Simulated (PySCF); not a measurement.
**H3OSi, doublet, SMILES `[SiH3][O]`: what the electrons do**

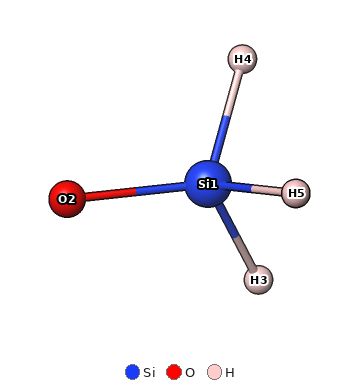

The molecule, with its atoms numbered as below. No frequency check shows the geometry to be a minimum.

Coordinates in Å:

```
Si1      0.4148   -0.0009   -0.0006
O2      -1.1154    0.0006    0.0003
H3       1.0376   -1.3340   -0.2524
H4       1.0398    0.8925   -1.0209
H5       1.0391    0.4489    1.2797
```

### 1. Bonding charge

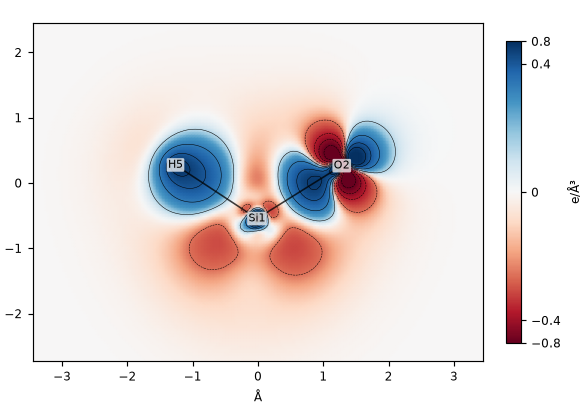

Deformation density (molecule less spherical, spin-averaged free atoms) in the plane of Si1, O2 and H5; colour scale in e/Å³, logarithmic beyond ±0.1; blue: gain, red: loss.

Level of theory: B3LYP/def2-TZVP (PySCF), at a geometry from GFN2-xTB. The stability of the open-shell solution wasn't checked. GFN2-xTB doesn't know the spin state, so this open-shell geometry is rough.

Q: How much density has each bond in this plane gained at its critical point, relative to the free atoms?

A: Si1–O2: +0.20 e/Å³ at the bond critical point (bond length 1.53 Å, Mayer order 1.4). Si1–H5: +0.18 e/Å³ at the bond critical point (bond length 1.49 Å, Mayer order 0.9). In all, 1.3 electrons gather in the regions of gain relative to the promolecule.

Q: Where do the Hirshfeld charges lie?

A: The highest Hirshfeld charge is on Si1 (+0.39 e), the lowest on O2 (−0.21 e).

### 2. Bond critical points

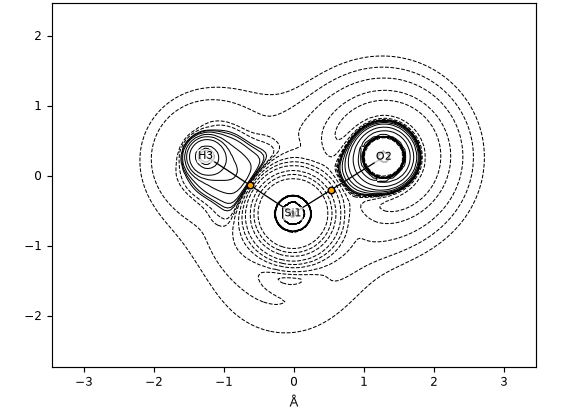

Negative Laplacian of the density (−∇²ρ) in the plane of Si1, O2 and H3 (solid lines positive, dashed lines negative, contours at ±0.02 to ±8 a.u.), with bond paths and bond critical points (dots).

Q: Sort the bonds in the plane by the sign of ∇²ρ at their critical points.

A: At none is it concentrated. Depleted (∇²ρ > 0): Si1–O2 (+1.39 a.u., H = −0.068); Si1–H3 (+0.14 a.u., H = −0.077). A positive Laplacian with clearly negative H marks a strongly polar covalent bond, whose critical point lies close to the core of the less electronegative atom.

Q: Where along Si1–O2 does the critical point lie?

A: 0.64 Å from Si1 and 0.89 Å from O2.

### 3. Local ionisation energy

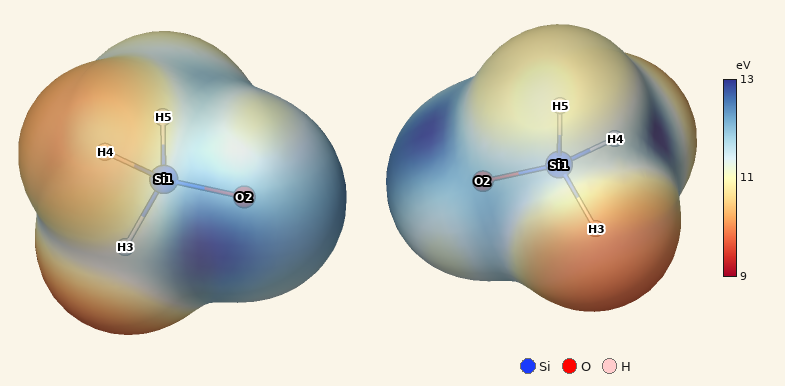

Average local ionisation energy on the surface of electron density 0.001 a.u. (back view left, front view right).

Q: Locate the minima of the map.

A: The lowest value is 9.8 eV, 1.5 Å from H3. Further minima include 10.7 eV, 1.5 Å from H5; 11.0 eV, 1.8 Å from O2. For comparison, the highest occupied orbital lies at −8.6 eV.

### 4. Spin density

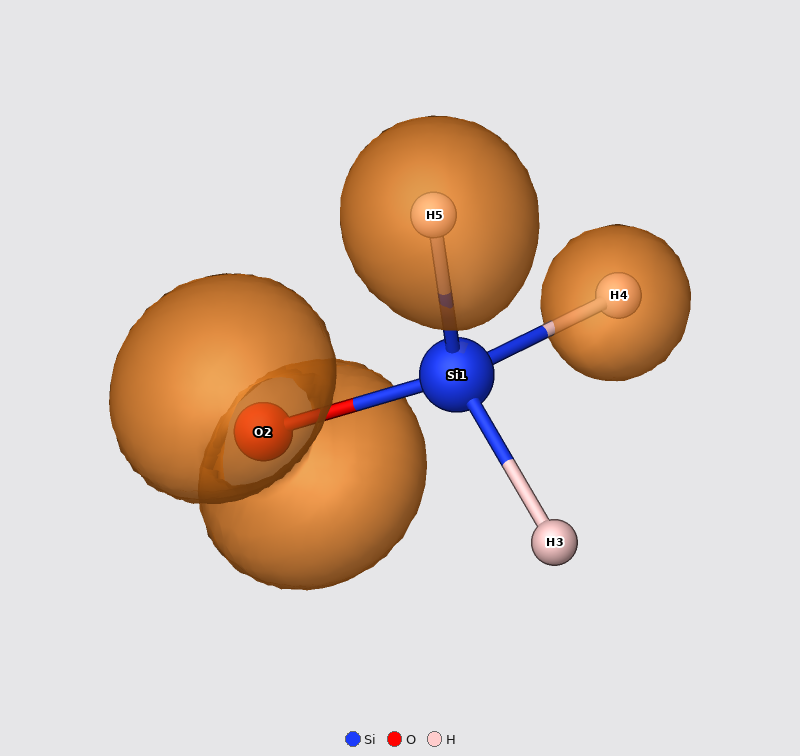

Spin density ρα − ρβ at ±0.03 e/Å³ (orange: excess α, blue: excess β).

Q: How is the spin shared among the atoms?

A: Hirshfeld spin populations: O2 +0.74, H3, H4 and H5 +0.06 and Si1 +0.09. ⟨S²⟩ = 0.76, against 0.75 for a pure state.

### 5. In an electric field

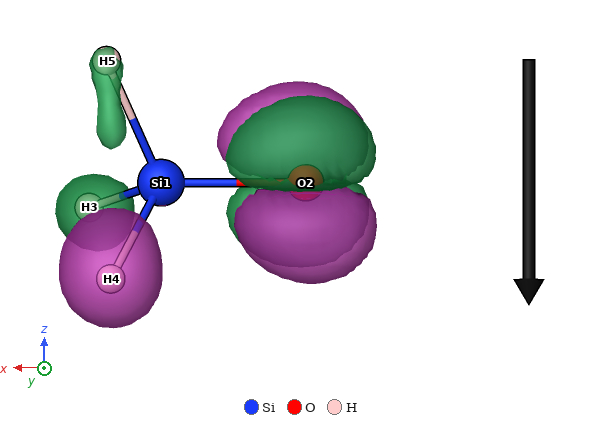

Change of the electron density in a uniform field of 0.26 V/Å along −z (arrow), surfaces at ±0.03 e/Å³ (green: gain, purple: loss).

Computed with PySCF, LDA (SVWN)/6-31+G*, geometry: GFN2-xTB. The basis has diffuse s and p functions alone, which still leaves polarisabilities too small, most of all across bonds. The stability of the open-shell solution wasn't checked. GFN2-xTB doesn't know the spin state, so this open-shell geometry is rough.

Q: What dipole is induced, and what polarisability does it imply?

A: The induced dipole is 1.10 D (+0.86 D along the field); α along this axis, from the fields in both directions, is 68 bohr³ (10.1 Å³).

Q: Which atoms gain and lose the most charge?

A: Electrons gather most on H3 (Hirshfeld charge changes by −0.047 e) and leave H4 most (+0.082 e); 0.454 electrons are displaced in all.
